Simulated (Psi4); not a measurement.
**Geometry relaxation of Si2H4O (part 2 of 2)**

Si2H4O, SMILES [SiH]O[SiH3]; r2SCAN/6-31+G*, RKS, dispersion D4 (Psi4 1.11). The atoms were displaced at random from an optimised geometry.

Geometry of the input (Å):
```
Si -1.7248  -1.4989  -0.2071
O  -0.4553  -0.8368  0.4456
Si 0.7236  0.4816  0.3429
H  -1.7565  -0.5061  -1.4649
H  0.4094  1.1917  -0.9348
H  0.5543  1.3303  1.5470
H  2.0233  -0.2109  0.2030
```

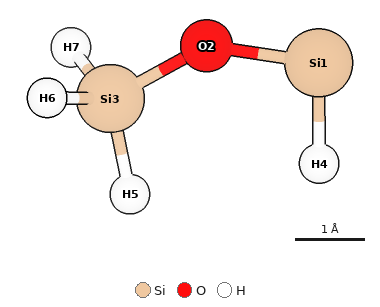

*The geometry at step 7 of the log (ball-and-stick view, seen at a tilt; atoms are numbered from 1 in the order of the input).*

**Standard output**
```
Step     Time          Energy          fmax
BFGS:    0 18:00:14   -17863.850509        4.830819
BFGS:    1 18:00:30   -17864.101255        0.880957
BFGS:    2 18:00:50   -17864.119871        0.515057
BFGS:    3 18:01:12   -17864.137673        0.267770
BFGS:    4 18:01:28   -17864.141033        0.230656
BFGS:    5 18:01:44   -17864.147913        0.127109
BFGS:    6 18:02:01   -17864.148797        0.106930
BFGS:    7 18:02:16   -17864.149720        0.071894
BFGS:    8 18:02:32   -17864.150021        0.075032
BFGS:    9 18:02:49   -17864.150458        0.064162
BFGS:   10 18:03:05   -17864.150746        0.055849
BFGS:   11 18:03:20   -17864.150971        0.052862
BFGS:   12 18:03:35   -17864.151130        0.059913
BFGS:   13 18:03:50   -17864.151270        0.053458
BFGS:   14 18:04:04   -17864.151374        0.040946
converged: True
Si    -1.755006    -1.496776    -0.254749
O     -0.428818    -0.800654     0.480065
Si     0.693196     0.430966     0.323433
H     -1.807802    -0.541404    -1.477211
H      0.405121     1.205994    -0.911775
H      0.601592     1.312970     1.512682
H      2.048551    -0.167493     0.248103
```

**Trajectory as extended XYZ (Å, eV, eV/Å), 15 frames, from step=0 to step=14**
```
7
Properties=species:S:1:pos:R:3:forces:R:3 step=0 energy=-17863.85065
Si   -1.7248   -1.4989   -0.2071   -2.2907  -0.7374  -1.8177
O    -0.4553   -0.8368    0.4456    3.7261   2.5911   1.6551
Si    0.7236    0.4816    0.3429   -1.5091  -1.6545  -0.5199
H    -1.7565   -0.5061   -1.4649   -0.2691  -0.4079   0.2225
H     0.4094    1.1917   -0.9348    0.0659   0.1098   0.2542
H     0.5543    1.3303    1.5470    0.1312  -0.0435  -0.0368
H     2.0233   -0.2109    0.2030    0.1428   0.1576   0.2320
7
Properties=species:S:1:pos:R:3:forces:R:3 step=1 energy=-17864.10140
Si   -1.7487   -1.5046   -0.2259    0.5554   0.6515  -0.2078
O    -0.3933   -0.7950    0.4764   -0.3717  -0.1554   0.0993
Si    0.7108    0.4628    0.3426   -0.2786  -0.3922  -0.1904
H    -1.7516   -0.5071   -1.4546   -0.2155  -0.3417   0.1945
H     0.4191    1.1981   -0.9240    0.0428   0.1282   0.1590
H     0.5650    1.3345    1.5537    0.1643  -0.1320  -0.2538
H     2.0342   -0.2039    0.2135    0.0743   0.2311   0.1828
7
Properties=species:S:1:pos:R:3:forces:R:3 step=2 energy=-17864.12002
Si   -1.7424   -1.4967   -0.2278    0.3107   0.3808  -0.1540
O    -0.3963   -0.7963    0.4807   -0.2583  -0.1191   0.1359
Si    0.7062    0.4558    0.3417   -0.1244  -0.2197  -0.1045
H    -1.7547   -0.5127   -1.4498   -0.1748  -0.2157   0.0837
H     0.4197    1.1993   -0.9197    0.0222   0.1096   0.1262
H     0.5673    1.3320    1.5521    0.1477  -0.1530  -0.2673
H     2.0353   -0.2012    0.2182    0.0495   0.2056   0.1648
7
Properties=species:S:1:pos:R:3:forces:R:3 step=3 energy=-17864.13782
Si   -1.7311   -1.4817   -0.2332   -0.1444  -0.1561  -0.0137
O    -0.4033   -0.7996    0.4919   -0.0102  -0.0091   0.1796
Si    0.6988    0.4430    0.3399    0.0982   0.0358   0.0013
H    -1.7626   -0.5238   -1.4422   -0.0883   0.0512  -0.1506
H     0.4209    1.2031   -0.9104   -0.0148   0.0657   0.0602
H     0.5739    1.3243    1.5441    0.1063  -0.1310  -0.2079
H     2.0377   -0.1933    0.2291    0.0324   0.1330   0.1189
7
Properties=species:S:1:pos:R:3:forces:R:3 step=4 energy=-17864.14118
Si   -1.7308   -1.4806   -0.2347   -0.1448  -0.1786   0.0185
O    -0.4044   -0.7996    0.4960   -0.0132  -0.0044   0.1363
Si    0.6990    0.4417    0.3391    0.0819   0.0293  -0.0077
H    -1.7649   -0.5244   -1.4434   -0.0713   0.0701  -0.1564
H     0.4212    1.2053   -0.9083   -0.0188   0.0554   0.0420
H     0.5769    1.3218    1.5394    0.0947  -0.0877  -0.1468
H     2.0389   -0.1893    0.2323    0.0512   0.1056   0.1021
7
Properties=species:S:1:pos:R:3:forces:R:3 step=5 energy=-17864.14806
Si   -1.7322   -1.4804   -0.2382   -0.0483  -0.1016   0.0592
O    -0.4080   -0.7984    0.5092   -0.0551   0.0003  -0.0398
Si    0.7021    0.4402    0.3354   -0.0265  -0.0531  -0.0432
H    -1.7725   -0.5222   -1.4519   -0.0284   0.0413  -0.0804
H     0.4222    1.2148   -0.9023   -0.0264   0.0208  -0.0171
H     0.5885    1.3153    1.5230    0.0565   0.0656   0.0659
H     2.0452   -0.1741    0.2431    0.1082   0.0171   0.0431
7
Properties=species:S:1:pos:R:3:forces:R:3 step=6 energy=-17864.14894
Si   -1.7328   -1.4813   -0.2378   -0.0271  -0.0509   0.0272
O    -0.4088   -0.7974    0.5105   -0.0553  -0.0025  -0.0608
Si    0.7029    0.4402    0.3342   -0.0283  -0.0447  -0.0215
H    -1.7735   -0.5202   -1.4546   -0.0269   0.0046  -0.0359
H     0.4224    1.2174   -0.9017   -0.0255   0.0102  -0.0222
H     0.5917    1.3161    1.5214    0.0500   0.0652   0.0684
H     2.0484   -0.1707    0.2454    0.0929   0.0088   0.0323
7
Properties=species:S:1:pos:R:3:forces:R:3 step=7 energy=-17864.14987
Si   -1.7335   -1.4828   -0.2367   -0.0177   0.0159  -0.0373
O    -0.4104   -0.7956    0.5109   -0.0290   0.0015  -0.0658
Si    0.7041    0.4401    0.3329   -0.0018  -0.0019   0.0261
H    -1.7747   -0.5173   -1.4581   -0.0292  -0.0516   0.0273
H     0.4229    1.2213   -0.9013   -0.0203  -0.0122  -0.0155
H     0.5975    1.3192    1.5213    0.0394   0.0324   0.0337
H     2.0550   -0.1657    0.2491    0.0385   0.0070   0.0185
7
Properties=species:S:1:pos:R:3:forces:R:3 step=8 energy=-17864.15017
Si   -1.7338   -1.4832   -0.2366   -0.0216   0.0236  -0.0502
O    -0.4111   -0.7950    0.5101   -0.0083   0.0090  -0.0561
Si    0.7047    0.4399    0.3332    0.0143   0.0183   0.0346
H    -1.7753   -0.5173   -1.4586   -0.0312  -0.0593   0.0337
H     0.4229    1.2224   -0.9012   -0.0151  -0.0228  -0.0036
H     0.6003    1.3209    1.5223    0.0337   0.0126   0.0133
H     2.0582   -0.1640    0.2510    0.0081   0.0100   0.0151
7
Properties=species:S:1:pos:R:3:forces:R:3 step=9 energy=-17864.15060
Si   -1.7349   -1.4837   -0.2371   -0.0209   0.0180  -0.0421
O    -0.4122   -0.7940    0.5079    0.0224   0.0219  -0.0372
Si    0.7061    0.4398    0.3347    0.0306   0.0389   0.0294
H    -1.7769   -0.5188   -1.4582   -0.0347  -0.0506   0.0187
H     0.4227    1.2230   -0.9006   -0.0034  -0.0357   0.0190
H     0.6056    1.3234    1.5247    0.0223  -0.0150  -0.0124
H     2.0633   -0.1615    0.2546   -0.0364   0.0143   0.0110
7
Properties=species:S:1:pos:R:3:forces:R:3 step=10 energy=-17864.15089
Si   -1.7361   -1.4842   -0.2380   -0.0080   0.0055  -0.0122
O    -0.4128   -0.7934    0.5057    0.0332   0.0269  -0.0257
Si    0.7074    0.4399    0.3366    0.0263   0.0363   0.0129
H    -1.7789   -0.5214   -1.4573   -0.0369  -0.0297  -0.0087
H     0.4223    1.2223   -0.8996    0.0062  -0.0359   0.0296
H     0.6098    1.3247    1.5266    0.0125  -0.0247  -0.0181
H     2.0662   -0.1600    0.2576   -0.0536   0.0134   0.0083
7
Properties=species:S:1:pos:R:3:forces:R:3 step=11 energy=-17864.15112
Si   -1.7374   -1.4847   -0.2388    0.0120  -0.0055   0.0237
O    -0.4129   -0.7927    0.5033    0.0281   0.0236  -0.0186
Si    0.7087    0.4402    0.3385    0.0081   0.0189  -0.0051
H    -1.7815   -0.5246   -1.4566   -0.0377  -0.0072  -0.0364
H     0.4219    1.2206   -0.8981    0.0130  -0.0238   0.0259
H     0.6133    1.3249    1.5280    0.0034  -0.0209  -0.0093
H     2.0675   -0.1588    0.2605   -0.0477   0.0068   0.0053
7
Properties=species:S:1:pos:R:3:forces:R:3 step=12 energy=-17864.15128
Si   -1.7382   -1.4853   -0.2390    0.0254  -0.0084   0.0416
O    -0.4128   -0.7920    0.5012    0.0152   0.0142  -0.0135
Si    0.7095    0.4405    0.3397   -0.0090   0.0014  -0.0134
H    -1.7844   -0.5272   -1.4569   -0.0369   0.0031  -0.0471
H     0.4216    1.2188   -0.8966    0.0152  -0.0054   0.0108
H     0.6155    1.3245    1.5288   -0.0034  -0.0107   0.0046
H     2.0672   -0.1581    0.2625   -0.0276  -0.0026   0.0024
7
Properties=species:S:1:pos:R:3:forces:R:3 step=13 energy=-17864.15142
Si   -1.7385   -1.4860   -0.2385    0.0275  -0.0051   0.0386
O    -0.4125   -0.7912    0.4991    0.0013   0.0019  -0.0055
Si    0.7098    0.4409    0.3404   -0.0181  -0.0090  -0.0130
H    -1.7879   -0.5295   -1.4582   -0.0344   0.0010  -0.0409
H     0.4215    1.2171   -0.8953    0.0146   0.0158  -0.0101
H     0.6171    1.3237    1.5293   -0.0098  -0.0002   0.0171
H     2.0661   -0.1575    0.2641   -0.0027  -0.0131  -0.0010
7
Properties=species:S:1:pos:R:3:forces:R:3 step=14 energy=-17864.15152
Si   -1.7385   -1.4866   -0.2376    0.0164  -0.0003   0.0184
O    -0.4123   -0.7905    0.4972   -0.0058  -0.0066   0.0040
Si    0.7097    0.4412    0.3406   -0.0136  -0.0069  -0.0071
H    -1.7913   -0.5312   -1.4601   -0.0305  -0.0098  -0.0227
H     0.4217    1.2162   -0.8946    0.0131   0.0301  -0.0245
H     0.6181    1.3232    1.5298   -0.0144   0.0041   0.0208
H     2.0651   -0.1573    0.2652    0.0129  -0.0196  -0.0037
```

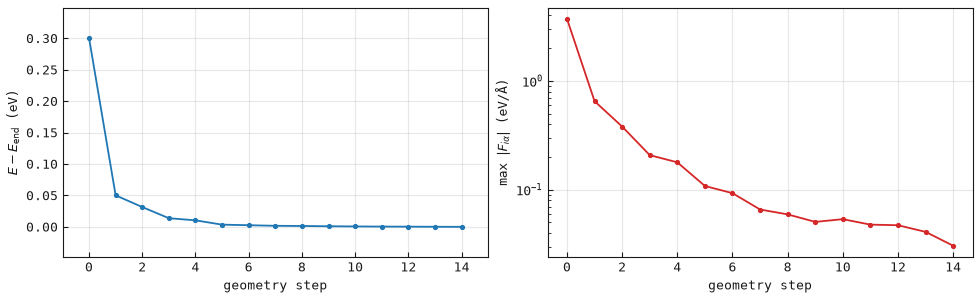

*Progress of the relaxation, step by step (steps are counted from 0).*

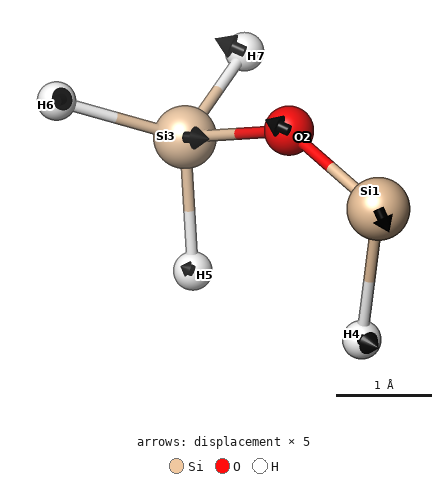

*The starting structure with the displacements as black arrows, magnified 5 times (ball-and-stick view, seen at a tilt). The two geometries are laid on each other by the best rigid fit.*

The energy falls by 0.301 eV in 14 geometry steps. Largest force component: 3.7 eV/Å at the start, 0.031 eV/Å at the end. H7 moves most after the best rigid fit: 0.071 Å. By element the largest moves are H 0.071 Å, Si 0.060 Å, O 0.059 Å. Distances before and after: O2–Si3 1.772 → 1.673 Å, Si1–O2 1.574 → 1.668 Å, Si1–H4 1.603 → 1.552 Å, Si3–H5 1.495 → 1.486 Å. Among the angles that change: H6–Si3–H7 116.4° → 109.7°, O2–Si3–H7 104.0° → 108.7°, O2–Si3–H5 105.3° → 109.4°. (Atoms are counted from 1 in the order of the input.)

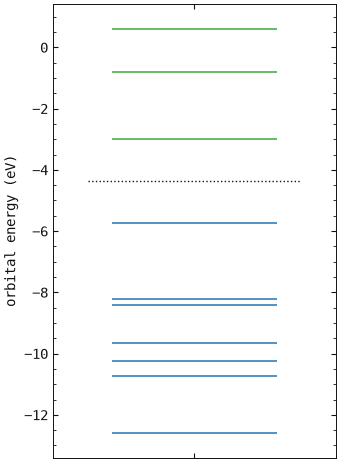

*Orbital energies near the frontier; the dotted line parts filled from empty levels, and levels within 0.02 eV of each other stand side by side.*

Highest filled −5.72 eV, lowest empty −3.01 eV, 2.71 eV apart.
